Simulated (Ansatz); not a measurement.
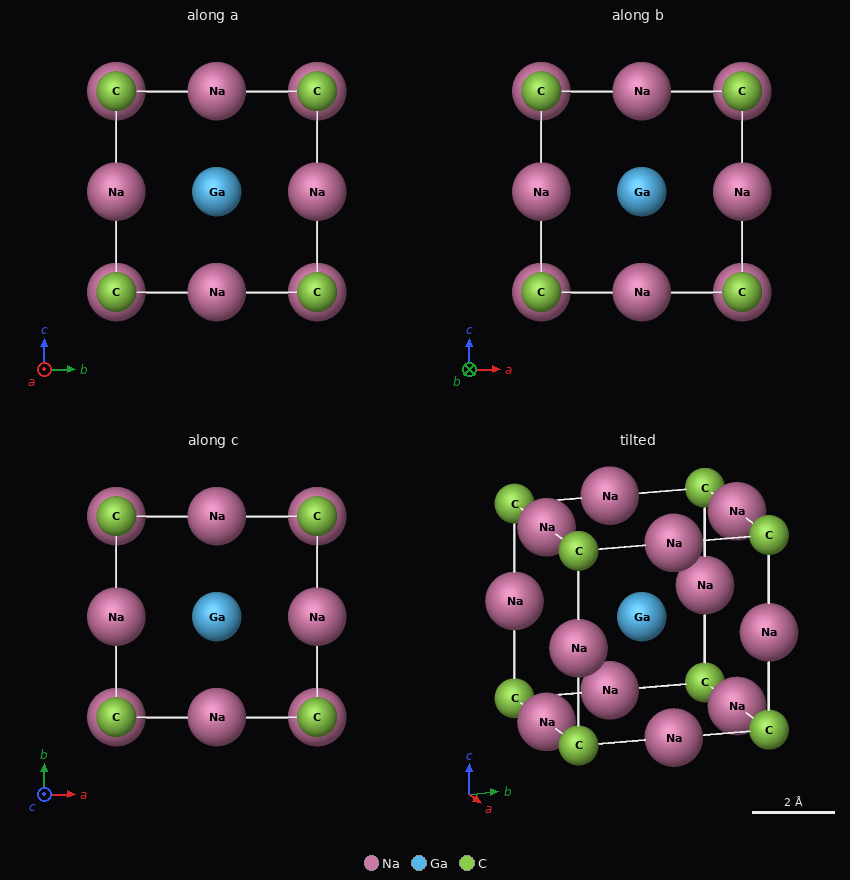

We look at a spheres-only model of the crystal along the a axis, along the b axis, along the c axis and slightly off an axis. The lines enclose the conventional unit cell; boundary atoms appear with their images.

Lattice parameters: a = 4.940 Å, b = 4.940 Å, c = 4.940 Å, α = 90.00°, β = 90.00°, γ = 90.00°. Put a along x and b in the xy plane.

Question: Set out the cell and atoms as a POSCAR file.

Answer:
```
Na Ga C
1.0
     4.940    0.000    0.000
     0.000    4.940    0.000
     0.000    0.000    4.940
Na Ga C
3 1 1
Direct
  0.5000 0.0000 0.0000
  0.0000 0.5000 0.0000
  0.0000 0.0000 0.5000
  0.5000 0.5000 0.5000
  0.0000 0.0000 0.0000
```

It goes back to a structure type filled with these elements by a generator (whether the compound takes this form wasn't checked). The structure drawn was relaxed with DFT PBE, scalar-relativistic, plane waves, PAW (Ansatz 0.2.0).
